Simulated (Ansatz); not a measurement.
CdTe: Cd → Cu

Take CdTe in the zinc blende structure (space group F-43m, No. 216; a = 6.490 Å) as the base.

Now apply this change: full substitution Cd → Cu, then cell and atoms are relaxed.

Level of theory: Kohn–Sham DFT with the PBEsol functional, run in Ansatz (an electronic-structure program) with PAW and 420 eV plane waves, spin-orbit coupling left out, earlier PAW set. Γ-centred 14×14×14 mesh, Fermi–Dirac width 0.05 eV, for the changed cell.

```json
{
 "volume_per_atom": "24.22 Å³ (base 34.16 Å³)",
 "density": "6.55 g/cm³ (base 5.83 g/cm³)",
 "lattice_parameter_a": "5.786 Å (base 6.490 Å)",
 "shortest_interatomic_distance": "2.506 Å (base 2.810 Å)",
 "band_gap": "zero (base 0.65 eV)"
}
```

Final structure:

```
CELL_PARAMETERS angstrom
      0.00000     2.89314     2.89314
      2.89314     0.00000     2.89314
      2.89314     2.89314     0.00000
ATOMIC_POSITIONS crystal
  Te 0.75000 0.75000 0.75000
  Cu 0.00000 0.00000 0.00000
```

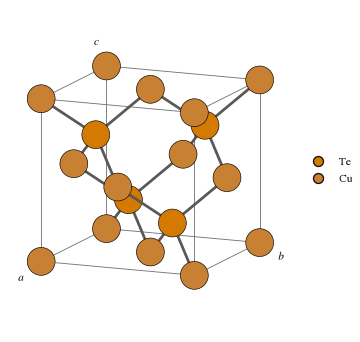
Figure. The relaxed conventional cell after the change

Spin-orbit coupling, missing from the scalar runs, can matter with Te. No phonon test of stability was made. As relaxed here, CuTe is a hypothetical phase, not in the database extracts checked. The final runs are not spin-polarised. An odd electron count without spin: CuTe.
